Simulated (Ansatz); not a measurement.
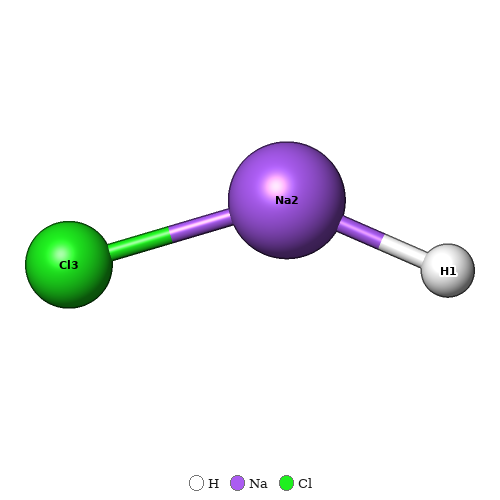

The system is H⁻ + NaCl; the picture shows the reference structure. First axis: distance H1–Na2. Second axis: distance Na2–Cl3. Nothing is relaxed (the angle H1–Na2–Cl3 is fixed at 140 degrees). Grid: 12 × 12 points. Points are written as (first, second). All energies are given in kJ/mol relative to H with charge -1 far from the relaxed NaCl (each part in its own basis). The reference is spin-restricted, so regions where a bond is pulled apart into radicals lie too high. These are results of Ansatz 0.2.0, RKS CAM-B3LYP-D4/aug-cc-pVTZ, not measurements.

Its coordinates:

```yaml
atoms:
  - { symbol: H, position_ang: [-1.9450, 0.0000, 0.0000] }
  - { symbol: Na, position_ang: [0.0000, 0.0000, 0.0000] }
  - { symbol: Cl, position_ang: [1.9251, 1.6153, 0.0000] }
```

Range: distance H1–Na2 from 1.576 to 3.576 Å; distance Na2–Cl3 from 2.144 to 4.144 Å.

Predict the map.

The lowest grid point is at (1.945 Å, 2.513 Å), −231 kJ/mol from H with charge -1 far from the relaxed NaCl (each part in its own basis). It is the only kind of minimum in the scanned range. The highest grid point, (3.576 Å, 4.144 Å), lies 213 kJ/mol above the lowest. Round the minimum the two coordinates are weakly coupled (coupling 0.08 in units of the two stiffnesses).

```tsv
distance Na2–Cl3 ↓, distance H1–Na2 →	1.576	1.665	1.794	1.945	2.113	2.294	2.486	2.687	2.898	3.117	3.343	3.576
4.144	−111	−130	−144	−148	−143	−135	−122	−102	−81	−59	−38	−18
3.911	−120	−139	−154	−158	−153	−146	−134	−114	−93	−72	−51	−32
3.685	−130	−149	−164	−169	−165	−157	−146	−128	−108	−87	−67	−48
3.466	−140	−160	−176	−181	−177	−169	−160	−143	−123	−103	−83	−65
3.255	−152	−172	−188	−194	−191	−181	−171	−157	−138	−119	−100	−82
3.054	−164	−184	−201	−207	−204	−195	−182	−167	−150	−131	−113	−96
2.862	−174	−195	−212	−219	−217	−208	−195	−180	−162	−145	−128	−112
2.681	−181	−202	−220	−228	−226	−218	−206	−191	−174	−157	−141	−125
2.513	−183	−204	−222	−231	−230	−223	−211	−196	−180	−164	−148	−134
2.362	−175	−197	−216	−224	−224	−218	−207	−193	−178	−162	−147	−133
2.233	−157	−179	−198	−207	−208	−202	−192	−178	−164	−149	−134	−120
2.144	−134	−156	−176	−186	−187	−182	−171	−159	−144	−129	−115	−102
```

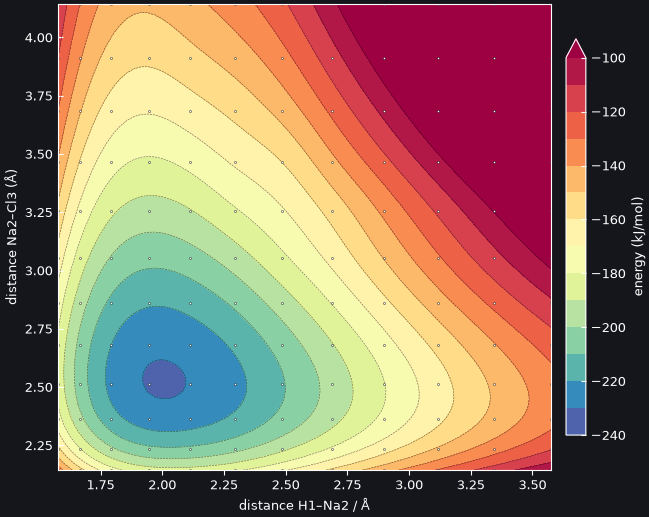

In the figure: filled contours, dots at the grid points, one colour for all values above the top of the scale. Between grid points the surface is interpolated.

Time for the 144 points that were run: 10 min on 1 thread of Intel(R) Xeon(R) Platinum 8259CL CPU @ 2.50GHz (Skylake/Cascade Lake) (shared host).
